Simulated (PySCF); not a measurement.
SMILES CCCC(C)C at its GFN2-xTB optimised geometry (Å):

```
20

C     -2.1385    -2.0587    -2.3265
C     -1.7009    -1.1629    -1.1736
C     -0.1953    -0.9083    -1.2037
C      0.3255    -0.1155     0.0000
C      1.8536    -0.1155     0.0000
C     -0.1914     1.3214     0.0000
H     -1.6400    -3.0243    -2.2718
H     -1.8891    -1.5999    -3.2810
H     -3.2129    -2.2255    -2.2967
H     -1.9674    -1.6367    -0.2257
H     -2.2400    -0.2163    -1.2361
H      0.0621    -0.3747    -2.1220
H      0.3166    -1.8739    -1.2310
H     -0.0206    -0.6099     0.9152
H      2.2400    -1.1317     0.0351
H      2.2312     0.3638    -0.9010
H      2.2369     0.4260     0.8621
H      0.2300     1.8739     0.8371
H      0.0942     1.8257    -0.9210
H     -1.2739     1.3497     0.0885
```

Calculation: PBE0/def2-SVP (PySCF).

Map of the electron localisation function on the plane z = 1.2 Å:

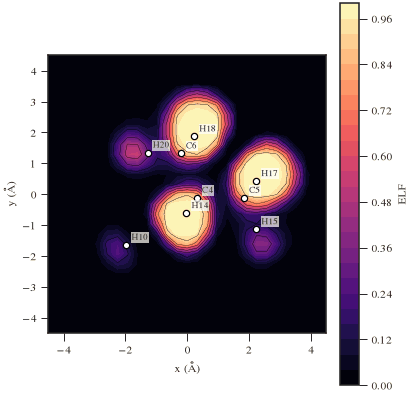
Fig. 1. Electron localisation function on the plane z = 1.2 Å.
